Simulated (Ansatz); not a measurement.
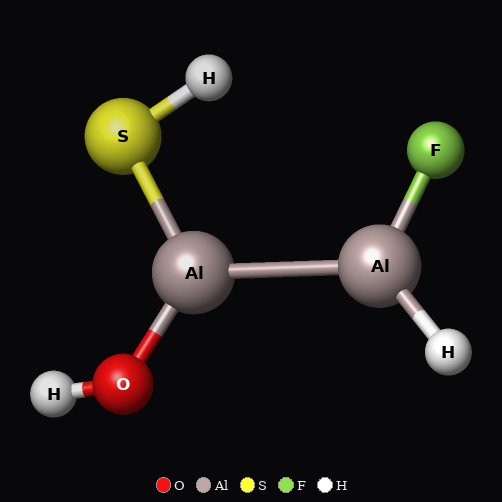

Starting geometry of the run.

Ansatz 0.2.0 input:

```yaml
crystal:
  periodic: [false, false, false]
  atoms:
    - {symbol: O, position_ang: [-2.091334, -0.910061, -0.081470]}
    - {symbol: Al, position_ang: [-0.710227, 0.050096, 0.122450]}
    - {symbol: S, position_ang: [-0.932894, 2.045876, 1.000931]}
    - {symbol: Al, position_ang: [1.586497, -0.854694, -0.599198]}
    - {symbol: F, position_ang: [2.820804, 0.212885, -0.302949]}
    - {symbol: H, position_ang: [-2.983431, -0.661611, 0.156070]}
    - {symbol: H, position_ang: [0.387043, 2.287789, 0.913623]}
    - {symbol: H, position_ang: [2.015742, -2.227280, -1.265256]}
basis:
  gaussian: {orbitals: x2c-TZVPPall}
magnetization: {spin_polarized: true, initial_magnetization: 2}
hamiltonian: {xc: {name: wB97M-V}}
scf: {lower_state_search: light}
```

Command:

```sh
ansatz run in.yaml --threads 2 --pin off --events-out ev --progress --plain --max-ram 4352MiB
```

Result:

```
Functional definition: wB97M-V
  name "wB97M-V"
  cite "Mardirossian & Head-Gordon, J. Chem. Phys. 144, 214110 (2016) doi:10.1063/1.4952647"
  cite "Becke, J. Chem. Phys. 107, 8554 (1997) doi:10.1063/1.475007"
  cite "Vydrov & Van Voorhis, J. Chem. Phys. 133, 244103 (2010) doi:10.1063/1.3521275"
  # Of w^i u^j: cxij and so on, Table III.
  parameter omega = 0.3/bohr
  parameter cx = 0.15
  parameter cx01 = 1.007
  parameter cx10 = 0.259
  parameter css00 = 0.443
  parameter css04 = -1.437
  parameter css10 = -4.535
  parameter css20 = -3.390
  parameter css43 = 4.278
  parameter cos00 = 1.000
  parameter cos10 = 1.358
  parameter cos20 = 2.924
  parameter cos21 = -8.812
  parameter cos60 = -1.390
  parameter cos61 = 9.142
  parameter b = 6.0
  parameter c = 0.01
  gx(w, u) = 1 - cx + cx01*u + cx10*w
  gss(w, u) = css00 + css04*u^4 + css10*w + css20*w^2 + css43*w^4*u^3
  gos(w, u) = cos00 + cos10*w + (cos20 + cos21*u)*w^2 + (cos60 + cos61*u)*w^6
  exchange = spin_sum(e_x_unif_sr(omega)*gx(b97_w, b97_u_x)) + cx*exact_x_sr(omega) + exact_x_lr(omega)
  correlation = spin_sum(e_c_pw_mod_same_spin*gss(b97_w, b97_u_same))
      + integral(e_c_pw_mod_opposite_spin*gos(b97_w_opposite, b97_u_opposite)) + vv10(b, c)
1310 factors; their error is unknown
288 factors; integrals over basis functions are off by at most 1.2e-5 eV
mean field evaluation 1: about -28893.2000 eV, gradient 4.5e1 eV
mean field evaluation 2: about -28889.1107 eV, gradient 6.0e1 eV
mean field evaluation 4: about -28900.3604 eV, gradient 1.4e0 eV
mean field evaluation 8: about -28900.3917 eV, gradient 1.1e-1 eV
mean field evaluation 16: about -28900.4320 eV, gradient 2.1e-3 eV
mean field -28900.43197286 eV, -1062.0712855863 hartree, gradient 6.5e-5 eV, S^2 2.003293; 2 other end points of the search recorded, 0 dependent functions left out
reference -28900.43202874 eV, -1062.0712876398 hartree; 32, 30 occupied and 198, 200 virtual orbitals, 1310 factors
Total energy: -28900.43202874 eV, -1062.0712876398 hartree
Relativity: scalar
```

Self-consistency was reached.

The spin state was imposed, and no run here compares it with a lower spin, which may lie lower.
